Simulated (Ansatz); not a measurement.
Molecular dynamics of BCl2F

BCl2F, computed with RKS B3LYP-D4/def2-SVP (Ansatz 0.2.0).

One setting was made poor on purpose. It belongs to a series of runs on one base structure; here: dynamics from the start. Figures and captions count atoms from 1; the log counts them from 0 in places.

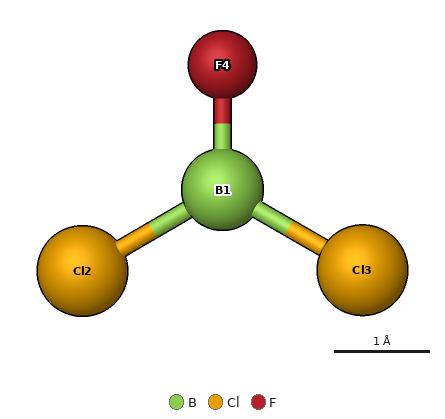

*The structure as given in the input (ball-and-stick view, seen at a tilt; atoms are numbered from 1 in the order of the input).*

Bond lengths as drawn: B–Cl 1.75 Å and B–F 1.31 Å.

The input:
```yaml
crystal:
  periodic: [false, false, false]
  atoms:
    - { symbol: B, position_ang: [0.031845, 0.0, 0.018379] }
    - { symbol: Cl, position_ang: [0.006419, 0.0, 1.769144] }
    - { symbol: Cl, position_ang: [1.535346, 0.0, -0.879012] }
    - { symbol: F, position_ang: [-1.105911, 0.0, -0.638511] }
basis:
  gaussian: { orbitals: def2-SVP }
hamiltonian:
  xc: b3lyp
  dispersion: d4
md:
  timestep: 12.0
  n_steps: 40
  ensemble: nvt_langevin
  temperature: 300.0
  initial_velocities: maxwell_boltzmann
  seed: 957006
  friction: 0.01
```

Run on 1 thread of Arm Neoverse V1, 24 GiB of memory available, shared host.

Command:
```bash
ansatz run input.yaml --threads 1 --pin off --max-ram 2048MiB --backend cpu --events-out ev --progress --plain --runs-dir out
```

Log:
```
Engine: ansatz 0.2.0, aarch64-unknown-linux-gnu
Functional definition: B3LYP
  parameter a0 = 0.2
  parameter ax = 0.72
  parameter ac = 0.81
  exchange = (1 - a0 - ax)*slater_x + ax*b88_x + a0*exact_x
  correlation = (1 - ac)*vwn_rpa_c + ac*lyp_c
648 factors; integrals over basis functions are off by at most 6.1e-4 eV
mean field evaluation 1: about -28431.5769 eV, gradient 2.6e1 eV
mean field evaluation 2: about -28430.0471 eV, gradient 4.2e1 eV
mean field evaluation 4: about -28432.6259 eV, gradient 3.8e-1 eV
mean field evaluation 8: about -28432.6671 eV, gradient 6.4e-2 eV
mean field evaluation 16: about -28432.6671 eV, gradient 3.5e-6 eV
mean field -28432.66711145 eV, -1044.8812439919 hartree, gradient 3.5e-6 eV, S^2 0.000000; 0 other end points of the search recorded, 0 dependent functions left out
the calculation of the forces begins
reference -28432.66729315 eV, -1044.8812506692 hartree; 24, 24 occupied and 40, 40 virtual orbitals, 648 factors
md step     0: t =     0.00 fs  T =   225.0 K  F+E_penalty+E_count = -28432.82592931 eV  E_kin = 0.116334 eV  (27 SCF iters)
these checks for a lower state are left out or cut short: starts, cluster_reference, orbital_swaps, neighbouring_geometries, increment
648 factors; integrals over basis functions are off by at most 7.6e-4 eV
mean field -28432.24566264 eV, -1044.8657560336 hartree, gradient 8.5e-6 eV, S^2 0.000000; 0 other end points of the search recorded, 0 dependent functions left out
[... from here on the field's lines of each further geometry are left out, up to the last ...]
md step     1: t =    12.00 fs  T =   574.5 K  F+E_penalty+E_count = -28432.40466544 eV  E_kin = 0.297064 eV  (29 SCF iters, 7 dispersion substeps)
md step     2: t =    24.00 fs  T = 2718311.8 K  F+E_penalty+E_count = -28396.47809344 eV  E_kin = 1405.475927 eV  (38 SCF iters, 7 dispersion substeps)
md step     3: t =    36.00 fs  T = 8800480.5 K  F+E_penalty+E_count = -28414.73321112 eV  E_kin = 4550.200424 eV  (883 SCF iters)
md step     4: t =    48.00 fs  T = 6929232.6 K  F+E_penalty+E_count = -28415.08279248 eV  E_kin = 3582.690415 eV  (396 SCF iters)
md step     5: t =    60.00 fs  T = 5449769.4 K  F+E_penalty+E_count = -28415.93189945 eV  E_kin = 2817.748739 eV  (322 SCF iters)
md step     6: t =    72.00 fs  T = 4286764.6 K  F+E_penalty+E_count = -28416.98964732 eV  E_kin = 2216.428760 eV  (341 SCF iters)
md step     7: t =    84.00 fs  T = 3381015.3 K  F+E_penalty+E_count = -28413.56687334 eV  E_kin = 1748.120161 eV  (295 SCF iters)
md step     8: t =    96.00 fs  T = 2683377.1 K  F+E_penalty+E_count = -28415.01080676 eV  E_kin = 1387.413281 eV  (759 SCF iters)
md step     9: t =   108.00 fs  T = 2102176.5 K  F+E_penalty+E_count = -28413.50981307 eV  E_kin = 1086.909349 eV  (337 SCF iters)
md step    10: t =   120.00 fs  T = 1657024.5 K  F+E_penalty+E_count = -28413.09825020 eV  E_kin = 856.747936 eV  (369 SCF iters)
md step    11: t =   132.00 fs  T = 1313577.3 K  F+E_penalty+E_count = -28412.98883466 eV  E_kin = 679.171996 eV  (411 SCF iters)
md step    12: t =   144.00 fs  T = 1044249.0 K  F+E_penalty+E_count = -28412.95250157 eV  E_kin = 539.918522 eV  (345 SCF iters)
md step    13: t =   156.00 fs  T = 823438.5 K  F+E_penalty+E_count = -28412.93356692 eV  E_kin = 425.750657 eV  (445 SCF iters)
md step    14: t =   168.00 fs  T = 636932.2 K  F+E_penalty+E_count = -28412.92074616 eV  E_kin = 329.319421 eV  (435 SCF iters)
md step    15: t =   180.00 fs  T = 505043.9 K  F+E_penalty+E_count = -28412.91086964 eV  E_kin = 261.127920 eV  (436 SCF iters)
md step    16: t =   192.00 fs  T = 399393.0 K  F+E_penalty+E_count = -28412.90298141 eV  E_kin = 206.502178 eV  (397 SCF iters)
md step    17: t =   204.00 fs  T = 312895.7 K  F+E_penalty+E_count = -28412.89685989 eV  E_kin = 161.779612 eV  (385 SCF iters)
md step    18: t =   216.00 fs  T = 246397.3 K  F+E_penalty+E_count = -28412.89199867 eV  E_kin = 127.397252 eV  (403 SCF iters)
md step    19: t =   228.00 fs  T = 193993.0 K  F+E_penalty+E_count = -28412.88804756 eV  E_kin = 100.302116 eV  (398 SCF iters)
md step    20: t =   240.00 fs  T = 153613.5 K  F+E_penalty+E_count = -28412.88491962 eV  E_kin = 79.424310 eV  (362 SCF iters)
md step    21: t =   252.00 fs  T = 119374.3 K  F+E_penalty+E_count = -28412.88224443 eV  E_kin = 61.721288 eV  (330 SCF iters)
md step    22: t =   264.00 fs  T = 95251.0 K  F+E_penalty+E_count = -28412.87971831 eV  E_kin = 49.248552 eV  (307 SCF iters)
md step    23: t =   276.00 fs  T = 73362.4 K  F+E_penalty+E_count = -28412.87769818 eV  E_kin = 37.931300 eV  (308 SCF iters)
md step    24: t =   288.00 fs  T = 59857.2 K  F+E_penalty+E_count = -28412.87619884 eV  E_kin = 30.948581 eV  (314 SCF iters)
md step    25: t =   300.00 fs  T = 48313.1 K  F+E_penalty+E_count = -28412.87463962 eV  E_kin = 24.979806 eV  (334 SCF iters)
md step    26: t =   312.00 fs  T = 38575.5 K  F+E_penalty+E_count = -28412.87291342 eV  E_kin = 19.945053 eV  (334 SCF iters)
md step    27: t =   324.00 fs  T = 29808.8 K  F+E_penalty+E_count = -28412.87133491 eV  E_kin = 15.412334 eV  (319 SCF iters)
md step    28: t =   336.00 fs  T = 23141.0 K  F+E_penalty+E_count = -28412.87002835 eV  E_kin = 11.964798 eV  (321 SCF iters)
md step    29: t =   348.00 fs  T = 19059.8 K  F+E_penalty+E_count = -28412.86892223 eV  E_kin = 9.854659 eV  (313 SCF iters)
md step    30: t =   360.00 fs  T = 15008.1 K  F+E_penalty+E_count = -28412.86806128 eV  E_kin = 7.759806 eV  (396 SCF iters)
md step    31: t =   372.00 fs  T = 11454.3 K  F+E_penalty+E_count = -28412.86738976 eV  E_kin = 5.922334 eV  (376 SCF iters)
md step    32: t =   384.00 fs  T =  8880.6 K  F+E_penalty+E_count = -28412.86676312 eV  E_kin = 4.591613 eV  (400 SCF iters)
md step    33: t =   396.00 fs  T =  7487.7 K  F+E_penalty+E_count = -28412.86608462 eV  E_kin = 3.871466 eV  (391 SCF iters)
md step    34: t =   408.00 fs  T =  6557.5 K  F+E_penalty+E_count = -28412.86559632 eV  E_kin = 3.390501 eV  (383 SCF iters)
md step    35: t =   420.00 fs  T =  5047.8 K  F+E_penalty+E_count = -28412.86524080 eV  E_kin = 2.609939 eV  (368 SCF iters)
md step    36: t =   432.00 fs  T =  4126.6 K  F+E_penalty+E_count = -28412.86489453 eV  E_kin = 2.133626 eV  (358 SCF iters)
md step    37: t =   444.00 fs  T =  3172.8 K  F+E_penalty+E_count = -28412.86469770 eV  E_kin = 1.640452 eV  (359 SCF iters)
md step    38: t =   456.00 fs  T =  2659.9 K  F+E_penalty+E_count = -28412.86458592 eV  E_kin = 1.375278 eV  (369 SCF iters)
md step    39: t =   468.00 fs  T =  2004.0 K  F+E_penalty+E_count = -28412.86453684 eV  E_kin = 1.036125 eV  (403 SCF iters)
the calculation of the forces begins
reference -28412.86500783 eV, -1044.1535301061 hartree; 24, 24 occupied and 40, 40 virtual orbitals, 621 factors
621 factors; integrals over basis functions are off by at most 5.2e-5 eV
mean field evaluation 1280: about -28344.3306 eV, gradient 5.4e1 eV
mean field evaluation 1312: about -28412.8589 eV, gradient 9.1e-1 eV
mean field evaluation 1344: about -28412.8646 eV, gradient 5.0e-3 eV
mean field evaluation 1376: about -28409.5428 eV, gradient 2.5e1 eV
mean field evaluation 1408: about -28377.8347 eV, gradient 6.0e1 eV
mean field evaluation 1440: about -28409.8453 eV, gradient 2.4e1 eV
mean field evaluation 1472: about -28412.8650 eV, gradient 6.9e-3 eV
mean field evaluation 1504: about -28412.8110 eV, gradient 2.7e0 eV
mean field evaluation 1536: about -28412.8646 eV, gradient 2.4e-4 eV
mean field evaluation 1568: about -28412.2041 eV, gradient 1.2e1 eV
mean field -28412.86458944 eV, -1044.1535147308 hartree, gradient 3.8e-11 eV, S^2 0.000000; 11 other end points of the search recorded, 0 dependent functions left out
the calculation of the forces begins
reference -28412.86500783 eV, -1044.1535301061 hartree; 24, 24 occupied and 40, 40 virtual orbitals, 621 factors
md step    40: t =   480.00 fs  T =  1643.6 K  F+E_penalty+E_count = -28412.86463102 eV  E_kin = 0.849797 eV  (1545 SCF iters)
```

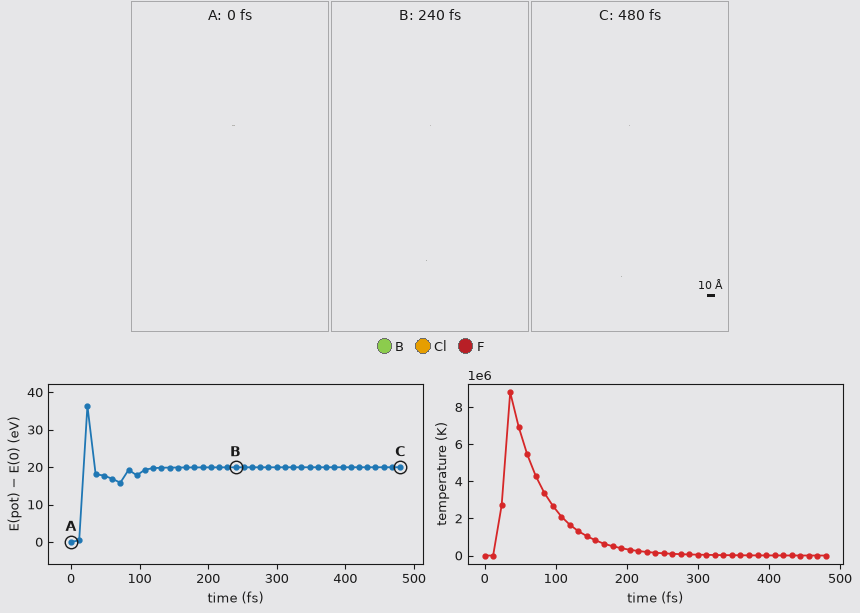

*Frames of the molecular dynamics (ball-and-stick, seen at a tilt) above the curves, on which the letters mark them.*

The trajectory kept here has 41 frames over 480 fs. The temperature starts at 225 K, ranges from 225 to 8800481 K and averages 34686 K over the second half. The potential energy ends 19.961 eV above its first value. After an unweighted best fit of the last frame on the first, the root-mean-square displacement is 144.37 Å.

```
Total energy: -28412.86504940 eV, -1044.1535316340 hartree
Atom 0 at   197.287672    -3.442298   161.120787 Å, force    -0.000030     0.000000    -0.000025 eV/Å
Atom 1 at    -3.808436    -1.088081     3.172505 Å, force     0.005654     0.001355    -0.006767 eV/Å
Atom 2 at     3.046810     0.560140    -5.069300 Å, force    -0.005623    -0.001356     0.006791 eV/Å
Atom 3 at  -114.859341     1.031665   -91.761144 Å, force    -0.000001    -0.000000    -0.000000 eV/Å
Dipole moment:   116.376160    -1.740406    94.685626 e Å
```

Trajectory as extended XYZ (Å, eV, eV/Å), 22 of the 41 frames kept, from step=0 to step=40:
```
4
Properties=species:S:1:pos:R:3:forces:R:3 step=0 time_fs=0.0 energy=-28432.82593 temperature=225.0
B     0.0318    0.0000    0.0184    0.0000   0.0000   0.0000
Cl    0.0064    0.0000    1.7691   -0.0005   0.0000  -0.0007
Cl    1.5353    0.0000   -0.8790   -0.0008   0.0000  -0.0001
F    -1.1059    0.0000   -0.6385    0.0013   0.0000   0.0008
4
Properties=species:S:1:pos:R:3:forces:R:3 step=2 time_fs=24.0 energy=-28396.47809 temperature=2718311.8
B    -0.3996   -0.0611   -0.1548  189.9626  -3.1576 153.3727
Cl   -0.0084    0.0256    1.7613   -1.3586  -0.1965  -1.4204
Cl    1.5970    0.0414   -0.8556   -1.8167  -0.1939  -0.0138
F    -0.9649   -0.0495   -0.6187  -186.7873   3.5480 -151.9385
4
Properties=species:S:1:pos:R:3:forces:R:3 step=4 time_fs=48.0 energy=-28415.08279 temperature=6929232.6
B    42.2012   -0.8307   34.5669   -0.0004   0.0000  -0.0003
Cl   -0.0639    0.0460    1.5953    1.3681   0.0475  -2.0483
Cl    1.5375    0.1016   -0.8018   -1.3678  -0.0475   2.0484
F   -24.9628    0.3463  -20.2886    0.0001   0.0000   0.0001
4
Properties=species:S:1:pos:R:3:forces:R:3 step=6 time_fs=72.0 energy=-28416.98965 temperature=4286764.6
B    75.6940   -1.4770   61.8503   -0.0001   0.0000  -0.0001
Cl    0.0442    0.0413    1.1569    0.2177   0.0255  -0.2831
Cl    1.3084    0.1897   -0.4875   -0.2177  -0.0255   0.2831
F   -43.8773    0.6698  -35.7774    0.0001   0.0000   0.0001
4
Properties=species:S:1:pos:R:3:forces:R:3 step=8 time_fs=96.0 energy=-28415.01081 temperature=2683377.1
B   102.1232   -1.9477   83.2752   -0.0001   0.0000  -0.0001
Cl   -0.3741   -0.0279    1.3528    1.6417   0.2978  -1.7646
Cl    1.5888    0.3283   -0.7579   -1.6417  -0.2979   1.7647
F   -58.7841    0.9565  -47.9576    0.0000   0.0000   0.0000
4
Properties=species:S:1:pos:R:3:forces:R:3 step=10 time_fs=120.0 energy=-28413.09825 temperature=1657024.5
B   122.9384   -2.3031  100.1431   -0.0001   0.0000  -0.0001
Cl   -1.0710   -0.2173    1.9124    0.1782   0.0365  -0.1864
Cl    2.1312    0.4383   -1.4370   -0.1781  -0.0365   0.1864
F   -70.5336    1.1924  -57.5369    0.0000   0.0000   0.0000
4
Properties=species:S:1:pos:R:3:forces:R:3 step=11 time_fs=132.0 energy=-28412.98884 temperature=1313577.3
B   131.6069   -2.4225  107.2003   -0.0001   0.0000  -0.0001
Cl   -1.3293   -0.3094    2.1566    0.0539   0.0114  -0.0571
Cl    2.3391    0.4686   -1.7262   -0.0539  -0.0114   0.0571
F   -75.4661    1.2544  -61.5389    0.0000   0.0000   0.0000
4
Properties=species:S:1:pos:R:3:forces:R:3 step=13 time_fs=156.0 energy=-28412.93357 temperature=823438.5
B   146.1947   -2.5878  119.0622   -0.0001   0.0000   0.0000
Cl   -1.8086   -0.4733    2.5699    0.0186   0.0042  -0.0200
Cl    2.6417    0.5264   -2.2363   -0.0185  -0.0042   0.0200
F   -83.8379    1.2928  -68.2229    0.0000   0.0000   0.0000
4
Properties=species:S:1:pos:R:3:forces:R:3 step=15 time_fs=180.0 energy=-28412.91087 temperature=505043.9
B   157.6499   -2.7246  128.3141    0.0000   0.0000   0.0000
Cl   -2.1934   -0.5670    2.8403    0.0133   0.0030  -0.0145
Cl    2.8474    0.5595   -2.6782   -0.0132  -0.0030   0.0145
F   -90.4149    1.3119  -73.4959    0.0000   0.0000   0.0000
4
Properties=species:S:1:pos:R:3:forces:R:3 step=17 time_fs=204.0 energy=-28412.89686 temperature=312895.7
B   166.6601   -2.8759  135.6506    0.0000   0.0000   0.0000
Cl   -2.4866   -0.6175    3.0360    0.0106   0.0024  -0.0118
Cl    2.9825    0.6003   -3.0955   -0.0105  -0.0024   0.0119
F   -95.5890    1.3306  -77.6420    0.0000   0.0000   0.0000
4
Properties=species:S:1:pos:R:3:forces:R:3 step=19 time_fs=228.0 energy=-28412.88805 temperature=193993.0
B   173.7343   -2.9383  141.3950    0.0000   0.0000   0.0000
Cl   -2.7210   -0.6507    3.1565    0.0091   0.0020  -0.0103
Cl    3.0621    0.6337   -3.4383   -0.0090  -0.0020   0.0103
F   -99.6565    1.4161  -80.9416    0.0000   0.0000   0.0000
4
Properties=species:S:1:pos:R:3:forces:R:3 step=21 time_fs=252.0 energy=-28412.88224 temperature=119374.3
B   179.2551   -2.9003  145.9157    0.0000   0.0000   0.0000
Cl   -2.8970   -0.6747    3.2057    0.0081   0.0017  -0.0094
Cl    3.1144    0.6198   -3.7425   -0.0081  -0.0017   0.0094
F  -102.8792    1.4498  -83.5847    0.0000   0.0000   0.0000
4
Properties=species:S:1:pos:R:3:forces:R:3 step=23 time_fs=276.0 energy=-28412.87770 temperature=73362.4
B   183.5775   -2.8286  149.4761    0.0000   0.0000   0.0000
Cl   -3.0722   -0.7308    3.1940    0.0075   0.0016  -0.0086
Cl    3.1849    0.6285   -4.0052   -0.0075  -0.0016   0.0086
F  -105.4419    1.4100  -85.6210    0.0000   0.0000   0.0000
4
Properties=species:S:1:pos:R:3:forces:R:3 step=25 time_fs=300.0 energy=-28412.87464 temperature=48313.1
B   187.0468   -2.7443  152.2416    0.0000   0.0000   0.0000
Cl   -3.1953   -0.7539    3.1541    0.0071   0.0015  -0.0081
Cl    3.2257    0.6008   -4.2444   -0.0071  -0.0015   0.0082
F  -107.5004    1.3503  -87.2216    0.0000   0.0000   0.0000
4
Properties=species:S:1:pos:R:3:forces:R:3 step=27 time_fs=324.0 energy=-28412.87133 temperature=29808.8
B   189.8536   -2.6952  154.4122    0.0000   0.0000   0.0000
Cl   -3.3406   -0.7877    3.1737    0.0066   0.0014  -0.0076
Cl    3.2676    0.5759   -4.4595   -0.0066  -0.0014   0.0077
F  -109.1006    1.3643  -88.5595    0.0000   0.0000   0.0000
4
Properties=species:S:1:pos:R:3:forces:R:3 step=29 time_fs=348.0 energy=-28412.86892 temperature=19059.8
B   191.9917   -2.6722  156.0570    0.0000   0.0000   0.0000
Cl   -3.4635   -0.8141    3.1967    0.0063   0.0013  -0.0073
Cl    3.2699    0.5797   -4.6302   -0.0063  -0.0013   0.0073
F  -110.4539    1.3610  -89.5995    0.0000   0.0000   0.0000
4
Properties=species:S:1:pos:R:3:forces:R:3 step=30 time_fs=360.0 energy=-28412.86806 temperature=15008.1
B   192.8399   -2.6596  156.7620    0.0000   0.0000   0.0000
Cl   -3.5051   -0.8297    3.1999    0.0062   0.0013  -0.0072
Cl    3.2648    0.5826   -4.7046   -0.0061  -0.0013   0.0072
F  -111.0850    1.3446  -90.0213    0.0000   0.0000   0.0000
4
Properties=species:S:1:pos:R:3:forces:R:3 step=32 time_fs=384.0 energy=-28412.86676 temperature=8880.6
B   194.1784   -2.7123  157.9988    0.0000   0.0000   0.0000
Cl   -3.5674   -0.8922    3.1923    0.0060   0.0013  -0.0070
Cl    3.2540    0.5577   -4.8333   -0.0060  -0.0013   0.0070
F  -112.1552    1.2879  -90.6632    0.0000   0.0000   0.0000
4
Properties=species:S:1:pos:R:3:forces:R:3 step=34 time_fs=408.0 energy=-28412.86560 temperature=6557.5
B   195.2684   -2.9138  159.0350    0.0000   0.0000   0.0000
Cl   -3.6634   -0.9466    3.1690    0.0059   0.0012  -0.0068
Cl    3.2412    0.5294   -4.9401   -0.0058  -0.0012   0.0069
F  -113.0212    1.1932  -91.0745    0.0000   0.0000   0.0000
4
Properties=species:S:1:pos:R:3:forces:R:3 step=36 time_fs=432.0 energy=-28412.86489 temperature=4126.6
B   196.1631   -3.0609  159.8932    0.0000   0.0000   0.0000
Cl   -3.7440   -0.9668    3.1484    0.0058   0.0012  -0.0068
Cl    3.1948    0.5168   -5.0258   -0.0057  -0.0012   0.0068
F  -113.7534    1.1032  -91.3786    0.0000   0.0000   0.0000
4
Properties=species:S:1:pos:R:3:forces:R:3 step=38 time_fs=456.0 energy=-28412.86459 temperature=2659.9
B   196.7977   -3.2753  160.5899    0.0000   0.0000   0.0000
Cl   -3.7849   -1.0045    3.1552    0.0057   0.0012  -0.0068
Cl    3.1152    0.5068   -5.0864   -0.0056  -0.0012   0.0068
F  -114.3649    1.0680  -91.5957    0.0000   0.0000   0.0000
4
Properties=species:S:1:pos:R:3:forces:R:3 step=40 time_fs=480.0 energy=-28412.86463 temperature=1643.6
B   197.2877   -3.4423  161.1208    0.0000   0.0000   0.0000
Cl   -3.8084   -1.0881    3.1725    0.0057   0.0014  -0.0068
Cl    3.0468    0.5601   -5.0693   -0.0056  -0.0014   0.0068
F  -114.8593    1.0317  -91.7611    0.0000   0.0000   0.0000
```

Key numbers:

- outcome: finished
- mean temperature over the second half: 34686 K
- trajectory: 40 steps, 480 fs
- ensemble: nvt_langevin
- temperature in the input: 300.0 K
- time step: 12.0 fs
- potential energy (last step): −28412.8650 eV
- mean-field energy (last step): −28412.8650 eV
- largest force (length of the vector) (last step): 0.009 eV/Å
- wall time: 9.6 min
- peak memory: 0.14 GiB

Notes:

A deliberately poor setting: time step. So short a trajectory is not equilibrated. The logged temperature at the start can lie below the typed one, since it is counted over all degrees of freedom. The temperature stays far from the 300 K of the thermostat over the second half: the run isn't equilibrated. The integration failed: the conserved energy drifts or the temperature runs away, so the later frames and the averages aren't results; the time step is too long for this system.
